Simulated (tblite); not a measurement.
# Geometry relaxation of C₃H₁₂N₂Si (charge +1) (part 3 of 3)

The same run, continued: C₃H₁₂N₂Si, charge +1, multiplicity 2; GFN2-xTB geometry optimisation, gas phase (tblite 0.8.0). It belongs to a series of runs on one base structure; here: electron removed.

Geometry of the input (Å):
```
C  -2.6306  0.8497  -0.0290
C  -1.7736  -0.3214  -0.4632
N  -0.4080  0.0313  -0.1681
Si 0.7877  -1.1793  -0.5921
N  2.3380  -0.6480  0.1669
C  2.7029  0.5569  -0.5676
H  -3.7164  0.6101  -0.1311
H  -2.4508  1.1157  1.0494
H  -2.3156  1.7081  -0.6413
H  -1.8981  -0.5087  -1.5521
H  -2.1532  -1.2230  0.0413
H  -0.3517  0.4448  0.7634
H  0.5037  -2.5156  -0.0146
H  0.9193  -1.2787  -2.0407
H  2.0516  -0.3071  1.1299
H  3.7855  0.7921  -0.3887
H  2.5047  0.4733  -1.6413
H  2.0958  1.4060  -0.1975
```

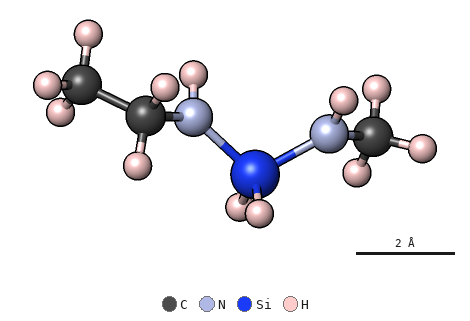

**Figure 1.** The geometry at step 132 of the log (ball-and-stick view, seen at a tilt).

## Trajectory as extended XYZ, continued
```
18
Properties=species:S:1:pos:R:3:forces:R:3 step=102 energy=-535.93183
C    -2.9760    0.7209   -0.0611   -0.0060   0.0310   0.0080
C    -1.9947   -0.4226   -0.2392   -0.0140   0.0060   0.0390
N    -0.6387    0.0161   -0.2954   -0.0140   0.0010   0.0090
Si    0.7450   -0.9368   -0.7673   -0.0120   0.0370  -0.0150
N     2.0921   -0.2615    0.0976   -0.0120   0.0360  -0.0800
C     3.1644    0.5071   -0.4428    0.0070  -0.0420   0.0380
H    -3.9935    0.3406   -0.0973    0.0200   0.0100  -0.0140
H    -2.8429    1.2202    0.8984    0.0300  -0.0340  -0.0180
H    -2.8478    1.4617   -0.8485   -0.0180  -0.0400  -0.0110
H    -2.2010   -0.9955   -1.1504   -0.0200  -0.0030  -0.0020
H    -2.1298   -1.1333    0.5916   -0.0090  -0.0040   0.0070
H    -0.5078    0.9173    0.1498    0.0170  -0.0110   0.0070
H     0.6186   -2.2957   -0.2506   -0.0360  -0.0100   0.0080
H     0.9043   -0.7863   -2.2069    0.0270   0.0100   0.0130
H     2.2113   -0.4618    1.0808    0.0130  -0.0130   0.0400
H     4.0920   -0.0808   -0.4370   -0.0100   0.0460  -0.0170
H     2.9354    0.8006   -1.4634    0.0580   0.0010   0.0100
H     3.3603    1.3961    0.1653   -0.0220  -0.0200  -0.0210
18
Properties=species:S:1:pos:R:3:forces:R:3 step=108 energy=-535.93847
C    -3.0120    0.6890   -0.0698    0.0600  -0.0640  -0.0170
C    -1.9950   -0.4271   -0.1881    0.0400  -0.0490  -0.0660
N    -0.6548    0.0532   -0.2800    0.0220  -0.0330  -0.0300
Si    0.7284   -0.8611   -0.8201    0.0200   0.0800  -0.0030
N     2.0812   -0.2347    0.0706   -0.0240  -0.1270   0.0930
C     3.2194    0.4641   -0.4185    0.0030   0.0650  -0.1120
H    -4.0053    0.2688    0.0225   -0.1170  -0.0300   0.0350
H    -2.8211    1.3135    0.7968    0.0060   0.0640   0.0880
H    -2.9796    1.3075   -0.9602   -0.0030   0.1150  -0.0680
H    -2.1944   -1.0391   -1.0746    0.0170  -0.0640   0.0150
H    -2.0935   -1.1075    0.6721   -0.0360   0.0370   0.0400
H    -0.5274    0.9551    0.1640   -0.0240  -0.0040   0.0110
H     0.5785   -2.2398   -0.3673   -0.0150  -0.0380  -0.0110
H     0.9015   -0.6268   -2.2447    0.0030   0.0110  -0.0230
H     2.1559   -0.4536    1.0573    0.0120   0.0440  -0.0360
H     4.1150   -0.1640   -0.3729    0.0490  -0.0410   0.0780
H     3.0699    0.7598   -1.4530   -0.0350   0.0160  -0.0100
H     3.4246    1.3490    0.1895    0.0240   0.0190   0.0150
18
Properties=species:S:1:pos:R:3:forces:R:3 step=114 energy=-535.94640
C    -3.0420    0.6607   -0.0851   -0.0070   0.0380  -0.0080
C    -1.9930   -0.4348   -0.1572   -0.0400   0.0080  -0.0140
N    -0.6666    0.0816   -0.2722   -0.0340  -0.0340  -0.0090
Si    0.7280   -0.7854   -0.8545   -0.0200  -0.0620  -0.0060
N     2.1024   -0.2632    0.0668    0.0050   0.0310  -0.0340
C     3.2590    0.4238   -0.4071    0.0320  -0.0260   0.0230
H    -4.0166    0.2349    0.1392    0.0400  -0.0040   0.0070
H    -2.7971    1.3857    0.6909   -0.0500  -0.0160  -0.0350
H    -3.1091    1.1806   -1.0407    0.0490   0.0140   0.0700
H    -2.1785   -1.1004   -1.0064    0.0390  -0.0330   0.0100
H    -2.0827   -1.0675    0.7420    0.0300   0.0690   0.0100
H    -0.5554    0.9854    0.1733   -0.0410  -0.0190   0.0040
H     0.5366   -2.1900   -0.4980    0.0150   0.0000  -0.0360
H     0.9136   -0.4513   -2.2592    0.0070   0.0140   0.0130
H     2.1466   -0.4630    1.0587    0.0130   0.0220  -0.0330
H     4.1501   -0.2062   -0.2905   -0.0230   0.0110  -0.0090
H     3.1455    0.6875   -1.4562    0.0090  -0.0280   0.0600
H     3.4503    1.3277    0.1797   -0.0250   0.0160  -0.0120
18
Properties=species:S:1:pos:R:3:forces:R:3 step=120 energy=-535.95069
C    -3.0573    0.6507   -0.0922    0.0530   0.0040   0.0140
C    -1.9954   -0.4356   -0.1452    0.0310   0.0040   0.0370
N    -0.6737    0.0864   -0.2802    0.0020   0.0180  -0.0080
Si    0.7265   -0.7687   -0.8729    0.0020   0.0210  -0.0110
N     2.1019   -0.2545    0.0540   -0.0450  -0.0160  -0.0050
C     3.2816    0.4076   -0.3984   -0.0320   0.0180  -0.0070
H    -4.0164    0.2119    0.1632   -0.0320   0.0070  -0.0210
H    -2.8143    1.4005    0.6592   -0.0170  -0.0210   0.0200
H    -3.1459    1.1538   -1.0525    0.0370  -0.0260  -0.0240
H    -2.1678   -1.1415   -0.9637   -0.0300   0.0120   0.0180
H    -2.0691   -1.0235    0.7847   -0.0020   0.0050   0.0090
H    -0.5695    0.9898    0.1682    0.0010  -0.0120  -0.0170
H     0.5253   -2.1807   -0.5557    0.0260   0.0030  -0.0200
H     0.9194   -0.3964   -2.2670    0.0000   0.0110   0.0050
H     2.1252   -0.4340    1.0495   -0.0080  -0.0100   0.0160
H     4.1548   -0.2445   -0.2778   -0.0040   0.0100   0.0170
H     3.1865    0.6795   -1.4456    0.0160  -0.0160  -0.0030
H     3.4795    1.3056    0.1959    0.0020  -0.0140  -0.0190
18
Properties=species:S:1:pos:R:3:forces:R:3 step=126 energy=-535.96067
C    -3.0872    0.6172   -0.1021   -0.0950  -0.0110  -0.0480
C    -1.9802   -0.4256   -0.0691   -0.0710  -0.0690  -0.0040
N    -0.6864    0.1295   -0.3004   -0.0050  -0.0700   0.0840
Si    0.7158   -0.7028   -0.9241    0.0230   0.0710   0.0240
N     2.1085   -0.2890    0.0315    0.0640   0.0530   0.0380
C     3.3121    0.3573   -0.3850    0.0370  -0.0610   0.0040
H    -4.0362    0.1454    0.1498    0.0830   0.0470  -0.0200
H    -2.9103    1.4216    0.6113    0.0190  -0.0400  -0.0450
H    -3.1707    1.0459   -1.1015    0.0480   0.0000   0.0960
H    -2.1605   -1.2136   -0.8084    0.0470   0.0190   0.0420
H    -2.0112   -0.9149    0.9197    0.0200   0.0190  -0.0190
H    -0.5969    1.0459    0.1230    0.0540   0.0310  -0.0400
H     0.5000   -2.1336   -0.7288    0.0000   0.0270  -0.0170
H     0.9346   -0.1871   -2.2661   -0.0030  -0.0050  -0.0480
H     2.1065   -0.4602    1.0298   -0.0490  -0.0210  -0.0170
H     4.1823   -0.2861   -0.1978   -0.0900  -0.0320   0.0200
H     3.2728    0.5837   -1.4461   -0.0060   0.0390   0.0030
H     3.4983    1.2728    0.1879   -0.0770   0.0020  -0.0530
18
Properties=species:S:1:pos:R:3:forces:R:3 step=132 energy=-535.97332
C    -3.0964    0.5811   -0.1158   -0.0190  -0.0340   0.0100
C    -1.9585   -0.4230    0.0096   -0.0100  -0.0160  -0.0270
N    -0.6852    0.1474   -0.2910   -0.0170  -0.0190   0.0630
Si    0.7085   -0.6359   -0.9815   -0.0190  -0.0640  -0.0260
N     2.0980   -0.3057    0.0108   -0.0180   0.0190  -0.0860
C     3.3253    0.3142   -0.3742   -0.0490  -0.0220   0.0270
H    -4.0351    0.0869    0.1241    0.0330   0.0420   0.0040
H    -2.9712    1.4233    0.5621    0.0110  -0.0060  -0.0250
H    -3.1492    0.9546   -1.1360    0.0130   0.0310   0.0130
H    -2.1283   -1.2809   -0.6476    0.0840  -0.0040   0.0540
H    -1.9537   -0.7970    1.0461   -0.0410  -0.0460  -0.0120
H    -0.5934    1.0768    0.1006    0.0070   0.0660  -0.0200
H     0.4508   -2.0734   -0.9180    0.0470   0.0580   0.0020
H     0.9298   -0.0205   -2.2827    0.0090   0.0070  -0.0030
H     2.0601   -0.4799    1.0072   -0.0230  -0.0080   0.0100
H     4.1723   -0.3141   -0.0817    0.0070  -0.0290   0.0070
H     3.3536    0.4820   -1.4463   -0.0230  -0.0360  -0.0260
H     3.4638    1.2705    0.1379    0.0070   0.0600   0.0340
18
Properties=species:S:1:pos:R:3:forces:R:3 step=138 energy=-535.98150
C    -3.0851    0.5605   -0.1247    0.0150   0.0090   0.0190
C    -1.9402   -0.4284    0.0596    0.0100   0.0000   0.0080
N    -0.6774    0.1508   -0.2665   -0.0190  -0.0260   0.0040
Si    0.6945   -0.6011   -1.0281    0.0040   0.0420   0.0280
N     2.0706   -0.3089   -0.0040   -0.0290  -0.0100  -0.0390
C     3.3128    0.2881   -0.3643    0.0250  -0.0220   0.0020
H    -4.0263    0.0786    0.1248    0.0180   0.0080  -0.0040
H    -2.9655    1.4284    0.5215   -0.0090  -0.0070  -0.0050
H    -3.1235    0.9033   -1.1565    0.0080  -0.0280   0.0060
H    -2.0815   -1.3284   -0.5431    0.0110   0.0120  -0.0200
H    -1.9405   -0.7476    1.1149   -0.0120   0.0000  -0.0110
H    -0.6000    1.0986    0.0842    0.0140   0.0150  -0.0140
H     0.4629   -2.0376   -1.0496   -0.0140  -0.0380   0.0050
H     0.9322    0.0879   -2.2896   -0.0230   0.0110   0.0010
H     1.9996   -0.4758    0.9919   -0.0060   0.0060   0.0080
H     4.1437   -0.3265   -0.0009   -0.0130   0.0200   0.0030
H     3.3830    0.3899   -1.4438    0.0050   0.0060   0.0110
H     3.4320    1.2747    0.0977    0.0170   0.0010  -0.0020
18
Properties=species:S:1:pos:R:3:forces:R:3 step=144 energy=-535.98251
C    -3.0816    0.5568   -0.1246    0.0100  -0.0070   0.0020
C    -1.9351   -0.4284    0.0649    0.0010  -0.0130   0.0000
N    -0.6739    0.1535   -0.2586   -0.0150  -0.0070   0.0050
Si    0.6901   -0.5939   -1.0362    0.0010  -0.0220   0.0050
N     2.0659   -0.3071   -0.0125   -0.0010  -0.0050   0.0160
C     3.3137    0.2849   -0.3613    0.0290  -0.0040  -0.0130
H    -4.0197    0.0758    0.1369    0.0020   0.0100  -0.0040
H    -2.9599    1.4337    0.5085   -0.0070  -0.0030  -0.0060
H    -3.1249    0.8816   -1.1619   -0.0020  -0.0060   0.0100
H    -2.0699   -1.3275   -0.5417   -0.0010   0.0180   0.0070
H    -1.9411   -0.7487    1.1199    0.0060   0.0020  -0.0180
H    -0.5939    1.1020    0.0897   -0.0050   0.0070  -0.0020
H     0.4530   -2.0328   -1.0567    0.0030   0.0170  -0.0050
H     0.9133    0.1017   -2.2969   -0.0090   0.0020   0.0070
H     1.9864   -0.4739    0.9833    0.0000   0.0100  -0.0080
H     4.1394   -0.3267    0.0174   -0.0110   0.0010  -0.0030
H     3.3968    0.3802   -1.4404    0.0050  -0.0010   0.0030
H     3.4328    1.2750    0.0938   -0.0060  -0.0010   0.0040
18
Properties=species:S:1:pos:R:3:forces:R:3 step=150 energy=-535.98284
C    -3.0838    0.5524   -0.1251   -0.0030  -0.0060   0.0030
C    -1.9357   -0.4299    0.0696    0.0000   0.0060  -0.0060
N    -0.6764    0.1535   -0.2581    0.0000   0.0040   0.0040
Si    0.6897   -0.5874   -1.0390    0.0050   0.0030  -0.0040
N     2.0671   -0.3065   -0.0151   -0.0060   0.0080  -0.0010
C     3.3205    0.2788   -0.3590   -0.0130  -0.0060   0.0050
H    -4.0220    0.0782    0.1484    0.0100  -0.0040   0.0000
H    -2.9577    1.4378    0.4948   -0.0030   0.0030  -0.0030
H    -3.1341    0.8621   -1.1663    0.0020   0.0040  -0.0010
H    -2.0695   -1.3320   -0.5315   -0.0010  -0.0010   0.0000
H    -1.9391   -0.7429    1.1261    0.0020  -0.0070   0.0010
H    -0.6008    1.1052    0.0832   -0.0010  -0.0020  -0.0030
H     0.4579   -2.0256   -1.0772   -0.0030   0.0010   0.0010
H     0.9051    0.1224   -2.2936   -0.0010   0.0010   0.0080
H     1.9794   -0.4617    0.9816    0.0050   0.0020   0.0080
H     4.1390   -0.3384    0.0248    0.0040  -0.0010   0.0030
H     3.4106    0.3720   -1.4373   -0.0010   0.0010  -0.0080
H     3.4409    1.2683    0.0973    0.0040  -0.0060  -0.0050
18
Properties=species:S:1:pos:R:3:forces:R:3 step=156 energy=-535.98299
C    -3.0838    0.5504   -0.1251   -0.0070   0.0060  -0.0020
C    -1.9352   -0.4303    0.0707    0.0010   0.0030  -0.0010
N    -0.6769    0.1537   -0.2579    0.0030  -0.0020  -0.0040
Si    0.6902   -0.5853   -1.0383    0.0060   0.0070   0.0030
N     2.0651   -0.3023   -0.0115    0.0010   0.0000   0.0010
C     3.3214    0.2745   -0.3588   -0.0050   0.0040  -0.0010
H    -4.0204    0.0750    0.1504   -0.0040  -0.0020   0.0000
H    -2.9591    1.4385    0.4914    0.0010  -0.0040   0.0050
H    -3.1352    0.8584   -1.1669    0.0000  -0.0050   0.0010
H    -2.0697   -1.3334   -0.5290    0.0060  -0.0010  -0.0040
H    -1.9370   -0.7438    1.1272   -0.0010   0.0000   0.0020
H    -0.6042    1.1081    0.0756   -0.0030   0.0030   0.0040
H     0.4583   -2.0232   -1.0849    0.0000   0.0020   0.0030
H     0.9044    0.1328   -2.2882    0.0030  -0.0010   0.0000
H     1.9767   -0.4510    0.9863    0.0020   0.0010  -0.0030
H     4.1383   -0.3476    0.0212   -0.0060  -0.0060  -0.0020
H     3.4081    0.3698   -1.4375    0.0030  -0.0070   0.0010
H     3.4503    1.2621    0.0988    0.0010   0.0010  -0.0020
```

## Key numbers

```tsv
quantity	value
outcome	converged
total energy	−535.9830 eV
hardware	1 CPU thread, shared host
wall time	1.1 s
peak memory	0.24 GiB
```
